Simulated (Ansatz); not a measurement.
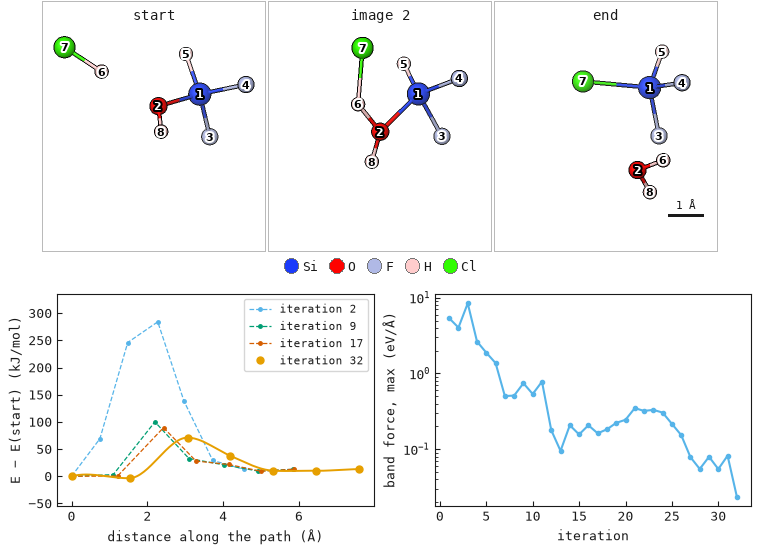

A search for the minimum-energy path of SiH3OClF2 by the nudged elastic band. Images are numbered from 0 (start) to 6 (end). The plot follows the band through its iterations. A ball-and-stick model, seen from a free direction.

Method: RKS PBE0-D4/def2-SVP (Ansatz 0.2.0). Set-up: 5 movable images; climbing image.

**Judge this run.**

The run is converged, with reservations. The band converged in 32 iterations. The largest component of the band force went from 5.4 to 0.024 eV/Å. The climbing image converged on the top of the path. Its curvatures weren't checked. The largest force component is 0.94 eV/Å at the start and 0.99 eV/Å at the end; an end with forces this large is no minimum, and the barrier measured from it can be far off. The first iteration put the highest image at 486.6 kJ/mol. Relative to the start the highest point is image 2 at +71.1 kJ/mol and the end lies at +13.0 kJ/mol, but the profile dips to −3.4 kJ/mol at image 1 on the way, so an end point isn't at the bottom of its valley along this path.
